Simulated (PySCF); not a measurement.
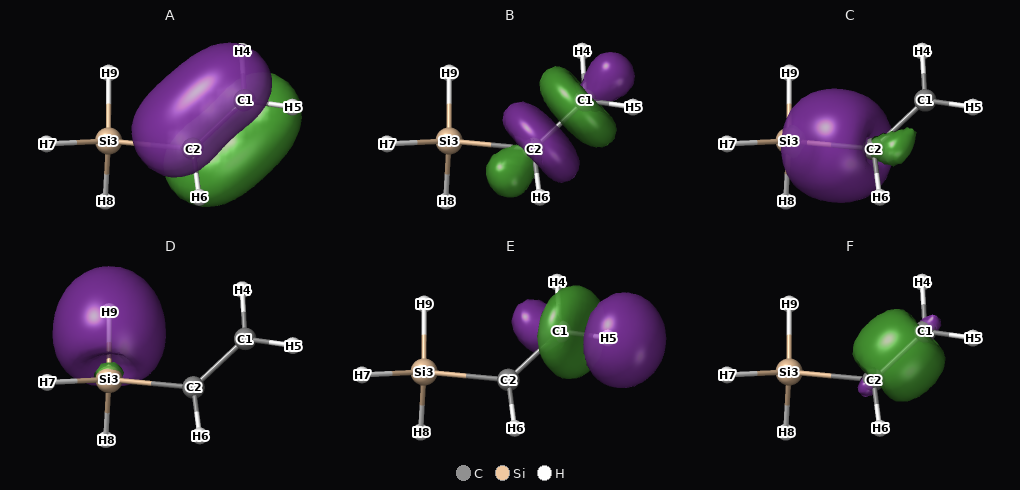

C2H6Si, SMILES `C=C[SiH3]`. Intrinsic bond orbitals (IBO), occupied and valence-virtual; each surface holds about 80 % of the orbital's density. Energies are diagonal elements of the Fock matrix.

PySCF calculation, BP86/def2-TZVP, gas phase; geometry: GFN2-xTB. No frequency check shows the geometry to be a minimum.

Cartesian coordinates (Å):

```
C1       1.7559    0.2760    0.0002
C2       0.6924   -0.5119   -0.0002
Si3     -1.0937    0.0783   -0.0001
H4       1.6633    1.3506   -0.0008
H5       2.7667   -0.1051    0.0004
H6       0.8533   -1.5845    0.0002
H7      -1.7640   -0.4381    1.1978
H8      -1.7657   -0.4444   -1.1930
H9      -1.1320    1.5409   -0.0031
```

Q: What does each orbital represent in a Lewis picture?

A: By panel:
- A: π bond C2–C1 (C2 50 %, C1 48 %; −7.2 eV)
- B: σ* orbital C1–C2 (C1 50 %, C2 50 %; 15.1 eV)
- C: σ bond C2–Si3 (C2 63 %, Si3 36 %; −10.8 eV)
- D: σ bond H9–Si3 (H9 55 %, Si3 44 %; −9.8 eV)
- E: σ* orbital H5–C1 (H5 57 %, C1 42 %; 8.6 eV)
- F: σ bond C2–C1 (C2 50 %, C1 50 %; −15.8 eV)
